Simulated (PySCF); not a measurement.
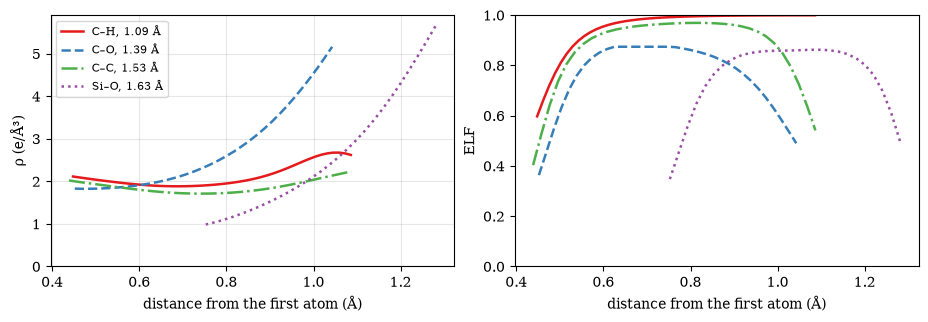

Figure 1: C₂H₈O₃Si₂ (SMILES CC1O[SiH2]O[SiH2]O1). Total electron density and ELF along straight lines between neighbouring atoms. The curves leave out the atomic cores.

Geometry: GFN2-xTB.

Level of theory: PBE0/pcSseg-1, SCF density, gas phase, non-relativistic in PySCF.

Input file:

```
{"job": {"kind": "nmr", "xc": "PBE0", "basis": "pcSseg-1"}, "charge": 0, "multiplicity": 1}
C      2.165022    -0.557775    -0.189300
C      0.740154    -0.138377    -0.536427
O     -0.121727    -1.162404    -0.159471
Si    -1.712130    -1.053631     0.166486
O     -2.072519     0.500493     0.493698
Si    -0.976220     1.704432     0.463820
O      0.476578     1.076909     0.085496
H      2.398066    -1.492923    -0.689332
H      2.239733    -0.693723     0.885965
H      2.858309     0.216456    -0.503384
H      0.646947     0.006230    -1.628775
H     -2.506394    -1.381433    -1.010181
H     -1.889980    -1.836831     1.373936
H     -1.437001     2.604255    -0.585432
H     -0.813252     2.216311     1.810989
```

Run with:

```sh
OMP_NUM_THREADS=1 python probes_run.py task.json out
```

**What kind of bonding do the profiles show?**

C–H (1.09 Å): ρ at the midpoint is about 2 e/Å³; the ELF climbs to about 1 towards the hydrogen, as it does in any bond to H: an ordinary covalent bond to hydrogen.
C–O (1.39 Å): ρ is about 2.1 e/Å³ halfway, with its minimum of 1.8 e/Å³ about 0.5 Å from C; the ELF peaks at about 0.85 between the atoms, as expected for a polar covalent bond.
C–C (1.53 Å): ρ is about 1.7 e/Å³ halfway; the ELF peaks at about 0.95 between the atoms (localised, covalent bonding).
Si–O (1.63 Å): ρ is about 1.2 e/Å³ halfway; the ELF peaks at about 0.85 between the atoms; a polar covalent bond.
